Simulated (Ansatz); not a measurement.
Base system: GaN in the wurtzite structure (space group P6_3mc, No. 186; a = 3.1826 Å, c = 5.1854 Å). Axes: x lies along a and z along c of the hexagonal cell.

It is then changed as follows: the cell is stretched by 0.60 % along z with no lateral relaxation, atoms relaxed at fixed cell.

Level of theory: Ansatz (a first-principles code), PBEsol, PAW, cutoff 420 eV, without spin-orbit coupling.

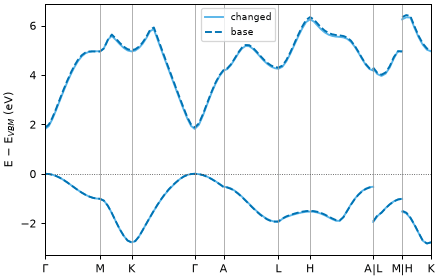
Figure: Highest valence and lowest conduction band along the path, each from its own valence-band maximum

The gap is 1.81 eV, direct at Γ; the base has 1.88 eV.

The cells carry an imposed strain or load. No phonon test of stability was made.
